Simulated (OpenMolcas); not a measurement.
# BaS (SMILES [S][Ba]) at MP2/def2-SVP (core potential)

Aim: the energy change on altering one bond length of BaS at MP2/def2-SVP (core potential), from 2 runs. 

Program for the calculation: OpenMolcas 26.06.

## (1) The system as given

BaS: 2 atoms, total charge 0, spin state singlet. SMILES: `[S][Ba]`. The bond length is the measured one.

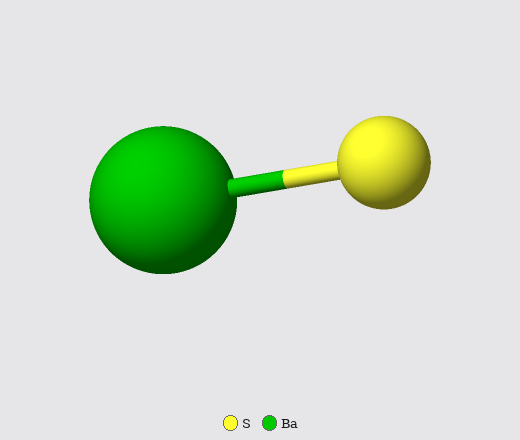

Viewed from a chosen angle; sulfur yellow, barium green.

## (2) The energy at MP2/def2-SVP (core potential)

job.inp reads:

```
&GATEWAY
  BasLib = $CurrDir
  Coord
  2
  bohr
  S      0.00000000     0.00000000     0.00000000
  Ba     0.00000000     0.00000000     4.73829928
  Basis = def2-SVP
  Group = NoSym

&SEWARD

&SCF
  PrOrbitals = 0

&MBPT2
  Frozen = 5
```

The basis set def2-SVP is read from a file made from the Basis Set Exchange's data (not shown).

Command:

```
export MOLCAS_MEM=1860
pymolcas job.inp > job.log
```

The log of the run:

```text
--- Start Module: gateway ---
[...]
--- Stop Module: gateway /rc=_RC_ALL_IS_WELL_ ---
[...]
      Basis functions           48
[...]
--- Start Module: scf ---
[...]
       Convergence after  14 Iterations
[...]
::    Total SCF energy                               -422.5175465447
[...]
      Total spin, S                                     0.0000000000
[...]
      Total electronic charge=   26.000000
      Total            charge=   -0.000000
[...]
      Dipole Moment (debye):
      Origin of the operator (angstrom)=    0.0000    0.0000    2.0355
                   X= -3.2305E-15               Y= -2.1652E-15               Z=  1.2129E+01           Total=  1.2129E+01
      Quadrupole Moment (debye*angstrom):
[...]
--- Stop Module: scf /rc=_RC_ALL_IS_WELL_ ---
--- Start Module: mbpt2 ---
[...]
WARNING!
Default frozen orbitals as non valence orbitals is overwritten by user input.
Default values:   5
[...]
       Reference weight ( Cref**2 )         =        0.88893
::    Total MBPT2 energy                             -422.7582439726
[...]
      Total MBPT2 calculations                           0.04      0.05
--- Stop Module: mbpt2 /rc=_RC_ALL_IS_WELL_ ---
[...]
```

Run time: 1.8 s. Hardware: 1 thread of Arm Neoverse V2, shared host; peak memory 0.38 GiB.

## (3) The distorted shape

job.inp reads:

```
&GATEWAY
BasLib=$CurrDir
Coord
2
bohr
S      0.00000000     0.00000000    -1.18466931
Ba     0.00000000     0.00000000     4.73829928
Basis=def2-SVP
Group=NoSym
&SEWARD
&SCF
PrOrbitals=0
&MBPT2
Frozen=5
```

The basis set def2-SVP is read from a file made from the Basis Set Exchange's data (not shown).

Command:

```
export MOLCAS_MEM=1860
pymolcas job.inp > job.log
```

The log of the run:

```text
--- Start Module: gateway ---
[...]
--- Stop Module: gateway /rc=_RC_ALL_IS_WELL_ ---
[...]
      Basis functions           48
[...]
--- Start Module: scf ---
[...]
       Convergence after  16 Iterations
[...]
::    Total SCF energy                               -422.4697627708
[...]
      Total spin, S                                     0.0000000000
[...]
      Total electronic charge=   26.000000
      Total            charge=   -0.000000
[...]
      Dipole Moment (debye):
      Origin of the operator (angstrom)=    0.0000    0.0000    1.9175
                   X= -7.9425E-15               Y=  4.4355E-15               Z=  1.6126E+01           Total=  1.6126E+01
      Quadrupole Moment (debye*angstrom):
[...]
--- Stop Module: scf /rc=_RC_ALL_IS_WELL_ ---
--- Start Module: mbpt2 ---
[...]
WARNING!
Default frozen orbitals as non valence orbitals is overwritten by user input.
Default values:   5
[...]
       Reference weight ( Cref**2 )         =        0.86407
::    Total MBPT2 energy                             -422.7156246242
[...]
      Total MBPT2 calculations                           0.04      0.05
--- Stop Module: mbpt2 /rc=_RC_ALL_IS_WELL_ ---
[...]
```

Wall time 1.8 s (1 thread of Arm Neoverse V2, shared host); peak memory 0.38 GiB.

## (4) Summary of results

Level: MP2/def2-SVP (core potential), 5 core orbitals frozen.

| quantity | value |
| --- | --- |
| first shape: total energy | -422.75824 Eh |
| first shape: dipole moment (mean-field density) | 12.13 D |
| first shape: HOMO energy (Hartree–Fock orbitals) | -6.64 eV |
| first shape: LUMO energy (Hartree–Fock orbitals) | -0.35 eV |
| first shape: HOMO–LUMO gap (Hartree–Fock orbitals) | 6.29 eV |
| first shape: correlation energy (5 core orbitals frozen) | -240.7 mEh |
| distorted shape: total energy | -422.71562 Eh |
| distorted shape: dipole moment (mean-field density) | 16.13 D |
| distorted shape: HOMO energy (Hartree–Fock orbitals) | -5.55 eV |
| distorted shape: LUMO energy (Hartree–Fock orbitals) | -0.95 eV |
| distorted shape: HOMO–LUMO gap (Hartree–Fock orbitals) | 4.59 eV |
| distorted shape: correlation energy (5 core orbitals frozen) | -245.9 mEh |
| energy change with the S1–Ba2 bond stretched from 2.507 to 3.134 Å | 1.160 eV |

What this shows: With the S1–Ba2 bond stretched from 2.507 to 3.134 Å the energy rises by 1.16 eV (112 kJ/mol). The first shape isn't relaxed at this level, so the change isn't measured from a minimum.
